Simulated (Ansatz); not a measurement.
# C2H6BN: one species, many methods

Aim: compute C2H6BN with functionals from several rungs and with coupled cluster, and see how far each lands from CCSD(T) at the basis-set limit for the atomisation energy.

Method: functionals in def2-TZVPP, the program's frozen cores in correlated methods; program: Ansatz 0.2.0, Gaussian basis.

Levels to be run: LDA (SPW92), PBE-D4, revPBE-D4, BLYP-D4, r2SCAN-D4, B97M-V, PBE0-D4, B3LYP-D4, r2SCANh-D4, r2SCAN0-D4, HSE06-D4, BHLYP-D4, CAM-B3LYP-D4, LC-ωPBE, ωB97X-V, ωB97M-V, B2PLYP, PBE-QIDH; CCSD(T)/def2-SVP; CCSD(T)/def2-TZVPP; CCSD(T)/def2-QZVPP; extrapolation to the limit; RPA on PBE.

**1. The relaxed structure**

All runs share one geometry, relaxed beforehand with PBE0-D4 in a triple-zeta def2 set.

10 atoms, charge 0, spin multiplicity 1.

Atoms are counted from 1 here; the program's logs count them from 0.

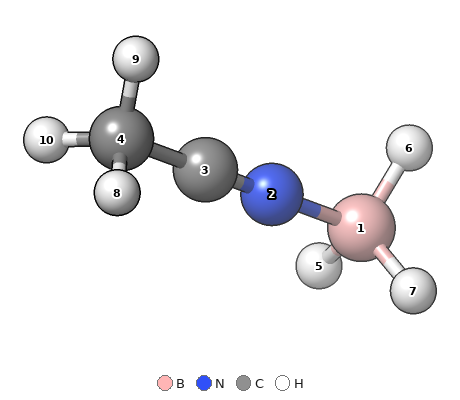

The structure; boron pink, nitrogen blue, carbon grey, hydrogen white; atoms are numbered from 1 in the order of the file.

**2. LDA**

This LDA is Slater exchange with PW92 correlation.

in.yaml

```yaml
crystal:
  periodic: [false, false, false]
  atoms:
    - {symbol: B, position_ang: [-1.047545, 1.302498, -1.229512]}
    - {symbol: N, position_ang: [-0.269852, 0.337689, -0.322211]}
    - {symbol: C, position_ang: [0.308993, -0.379754, 0.352475]}
    - {symbol: C, position_ang: [1.041813, -1.284963, 1.204009]}
    - {symbol: H, position_ang: [-1.755872, 0.604439, -1.921050]}
    - {symbol: H, position_ang: [-1.676272, 2.020412, -0.483470]}
    - {symbol: H, position_ang: [-0.209392, 1.901902, -1.866314]}
    - {symbol: H, position_ang: [2.078954, -1.350323, 0.870418]}
    - {symbol: H, position_ang: [1.020682, -0.924631, 2.234022]}
    - {symbol: H, position_ang: [0.591490, -2.278370, 1.164634]}
basis:
  gaussian: {orbitals: def2-TZVPP}
hamiltonian: {xc: lda}
output: {orbitals: {seedname: orbitals}}
```

The run is started by

```sh
ansatz run in.yaml --threads 2 --pin off --events-out ev --progress --plain --max-ram 32768MiB --backend cpu
```

Further steps of the session: PBE-D4 (GGA); revPBE-D4 (GGA); BLYP-D4 (GGA); r2SCAN-D4 (meta-GGA); B97M-V (meta-GGA); PBE0-D4 (hybrid); B3LYP-D4 (hybrid); r2SCANh-D4 (hybrid); r2SCAN0-D4 (hybrid); HSE06-D4 (hybrid); BHLYP-D4 (hybrid); CAM-B3LYP-D4 (range-separated); LC-ωPBE (range-separated); ωB97X-V (range-separated); ωB97M-V (range-separated); B2PLYP (double hybrid); PBE-QIDH (double hybrid); CCSD(T) in def2-SVP; CCSD(T) in def2-TZVPP; CCSD(T) in def2-QZVPP; RPA on PBE orbitals.

Q: Predict the results of all the runs planned. Wanted: atomisation energy, CCSD(T)/CBS; farthest beyond LDA; mean size of error, GGA; mean size of error, meta-GGA; mean size of error, hybrid; mean size of error, range-separated; mean size of error, double hybrid; gap, smallest and largest; T1 diagnostic.

As calculated:

```
                               quantity                                      value
        atomisation energy, CCSD(T)/CBS                              3829.7 kJ/mol
 functionals within 19.1 kJ/mol (0.5 %)      r2SCANh-D4, LC-ωPBE, B2PLYP, PBE-QIDH
                    farthest beyond LDA                     PBE-D4 (+134.3 kJ/mol)
                mean size of error, GGA                                78.5 kJ/mol
           mean size of error, meta-GGA                                38.4 kJ/mol
             mean size of error, hybrid                                44.4 kJ/mol
    mean size of error, range-separated                                33.7 kJ/mol
      mean size of error, double hybrid                                 6.6 kJ/mol
              gap, smallest and largest  5.01 eV (LDA (SPW92)), 12.36 eV (LC-ωPBE)
                          T1 diagnostic                                     0.0128
triples share of the correlation energy                                      4.2 %
```

The LDA atomisation energy is off by 581.4 kJ/mol (15 %): it overbinds. PBE-D4 is off by +134.3 kJ/mol. Double hybrids carry the basis error of their MP2 part in triple zeta, and no dispersion term here, so their miss is partly the set-up's. By mean error the best rung here is double hybrid (6.6 kJ/mol) and the worst beyond LDA is GGA (78.5 kJ/mol). Misses under about 19.1 kJ/mol are within the doubt on the reference itself, which lacks core-valence correlation, relativity and higher excitations. Hartree-Fock recovers 73 % of the binding; the rest is correlation. CCSD(T) in def2-SVP is off by -149.4 kJ/mol, more than most functionals: a good method in a small basis is no reference. The gap grows from 5.0 to 12.4 eV across the functionals, mostly with the share of exact exchange.
